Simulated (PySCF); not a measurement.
# C₄H₉FOSi: what the fields show

| atom | x (Å) | y (Å) | z (Å) |
| --- | --- | --- | --- |
| C | 2.3329 | -0.0421 | -0.4228 |
| O | 1.2302 | 0.4789 | 0.2836 |
| C | 0.0218 | 0.5323 | -0.4411 |
| Si | -1.2621 | 1.2225 | 0.8179 |
| C | -1.5817 | -0.6641 | 0.8038 |
| C | -0.7699 | -0.7950 | -0.4874 |
| F | -0.0058 | -1.9399 | -0.5448 |
| H | 2.4963 | 0.5193 | -1.3515 |
| H | 2.2045 | -1.0998 | -0.6662 |
| H | 3.1965 | 0.0779 | 0.2294 |
| H | 0.1925 | 0.9633 | -1.4357 |
| H | -2.3381 | 2.0134 | 0.2197 |
| H | -0.6619 | 1.8031 | 2.0072 |
| H | -2.5892 | -1.0667 | 0.7404 |
| H | -1.0631 | -1.1763 | 1.6124 |
| H | -1.4104 | -0.8178 | -1.3763 |

Geometry: GFN2-xTB.

Method: PBE0/pcSseg-1, SCF density, gas phase, non-relativistic in PySCF.

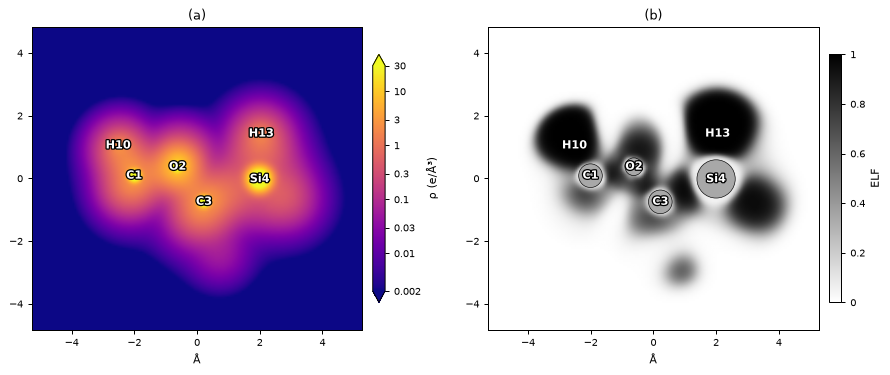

Figure 1. (a) electron density; (b) electron localisation function on the plane of atoms O2, C1 and H10. Grey discs cover the atomic cores in the ELF map.

### Interpret the plot.

The section cuts through C, O, Si and H sites.
C–O (1.41 Å): ρ at the midpoint is about 2.1 e/Å³, with its minimum of 1.8 e/Å³ about 0.5 Å from C; the ELF peaks at about 0.90 between the atoms, as expected for a shared but strongly polarised pair.
C–Si (1.93 Å): the density is about 0.89 e/Å³ at the midpoint; the ELF peaks at about 0.95 between the atoms: a covalent bond.
C–H (1.09 Å): the density is about 2 e/Å³ at the midpoint; the ELF climbs to about 1 towards the hydrogen, as it does in any bond to H: an ordinary covalent bond to hydrogen.
Si–H (1.45 Å): ρ is about 0.82 e/Å³ halfway; the ELF climbs to about 1 towards the hydrogen.
The ELF also peaks beside O2, away from the bonds: lone-pair regions.

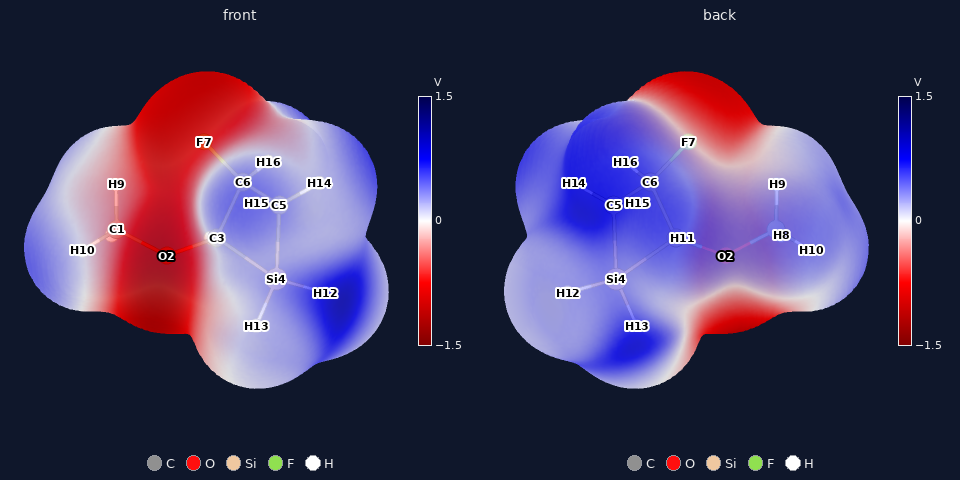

Figure 2. The electrostatic potential painted on the density surface at 0.001 e/bohr³, seen from the front and from behind; the colour scale runs from red (negative) to blue (positive).

### Describe the electrostatic potential map.

The most negative region (about −1.2 V) lies over O2, the most positive (about +0.9 V) over Si4. O2 is the likeliest acceptor of a hydrogen bond.

### How polar is the molecule by this calculation?

Its dipole moment is 1.43 D.
